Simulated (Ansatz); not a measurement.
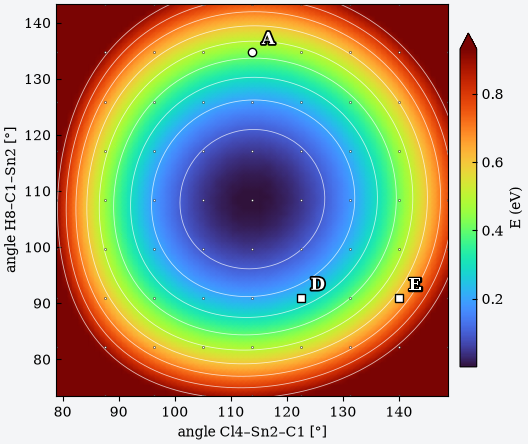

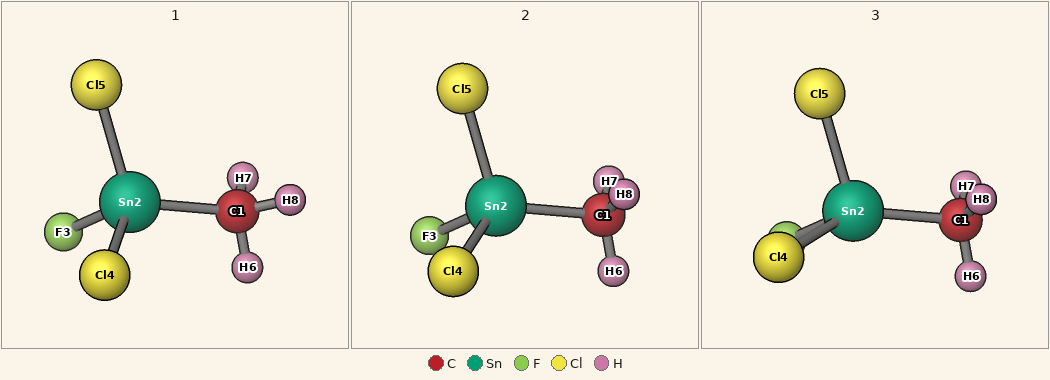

CH3Cl2FSn, SMILES [CH3][Sn]([F])([Cl])[Cl]. 
- Coordinates scanned: (1) angle Cl4–Sn2–C1; (2) angle H8–C1–Sn2.
- Nothing is relaxed (all other coordinates rigid).
- The grid has 9 × 9 points.
- All energies are given in eV relative to the relaxed molecule at the same level.
- Method: RKS B3LYP-D4/def2-SVP (Ansatz).

Drawn: a smooth colour map with a few white contour lines, dots at the grid points, one colour for all values above the top of the scale, lettered points. Between grid points the surface is interpolated. The numbered pictures are the structures at these points, in random order.

Question: Which structure belongs to which point?

Answer: A is structure 1: angle Cl4–Sn2–C1 = 113.8°, angle H8–C1–Sn2 = 134.7°, 0.43 eV; D is structure 2: angle Cl4–Sn2–C1 = 122.5°, angle H8–C1–Sn2 = 90.9°, 0.26 eV; E is structure 3: angle Cl4–Sn2–C1 = 140.0°, angle H8–C1–Sn2 = 90.9°, 0.64 eV.
